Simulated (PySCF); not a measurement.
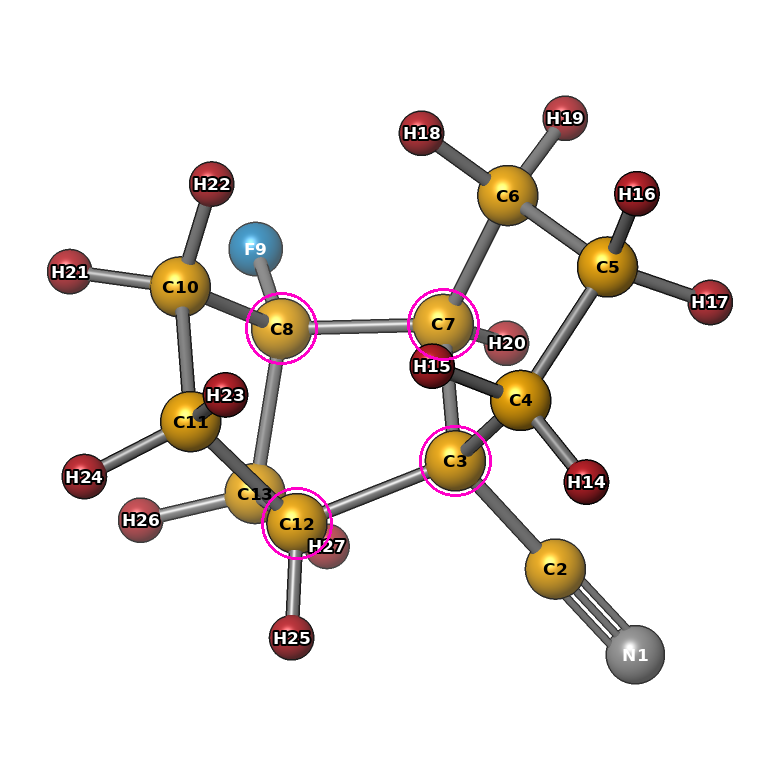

Depth is shown by fading: the farther an atom, the more it takes the colour of the background. Circles mark the stereogenic atoms. The geometry was computed by an optimisation with PBE0-D3(BJ)/def2-SVP. No frequency run is at hand to confirm it as a minimum.

What are the Cahn–Ingold–Prelog descriptors?

C3: R (priorities C2 > C7 > C12 > C4); C7: S (priorities C8 > C3 > C6 > H20); C8: S (priorities F9 > C7 > C13 > C10); C12: S (priorities C3 > C13 > C11 > H25).

Give a SMILES with the stereochemistry.

N#C[C@@]12CCC[C@@H]1[C@]1(F)CC[C@H]2C1
